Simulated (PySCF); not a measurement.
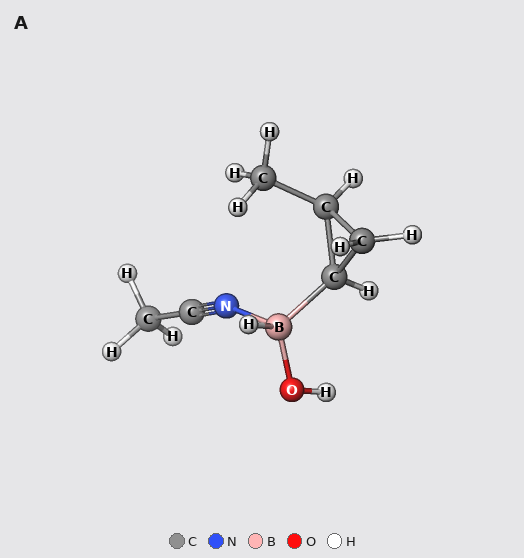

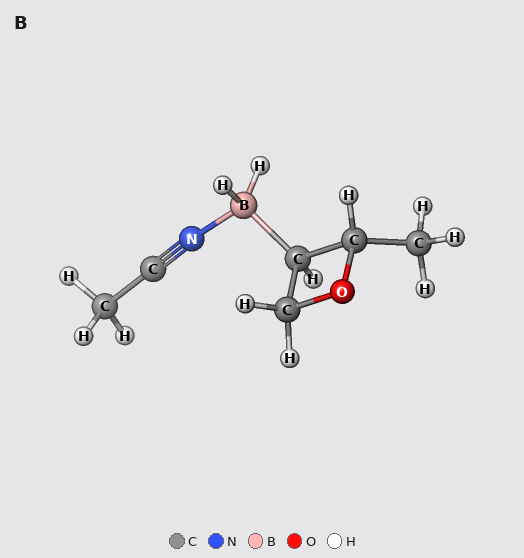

2 stationary structures of one formula. Geometries: GFN2-xTB. Electronic energies: PBE0/pcSseg-1 (PySCF 2.14.0), without zero-point energy. No frequency run is at hand to confirm each as a minimum. Each is one conformer, not always the lowest.

Which is lowest in energy, and by how much?

Answer. A is lowest; B lies 131.7 kJ/mol above it. A is `CC#[N+][B@@H-](O)[C@@H]1C[C@@H]1C`, B is `CC#[N+][BH2-][C@@H]1CO[C@H]1C`.

The geometry is semi-empirical. Around B such bond lengths and angles can be off by a tenth of an ångström or more and by several degrees, and values that hang on the shape move with them.
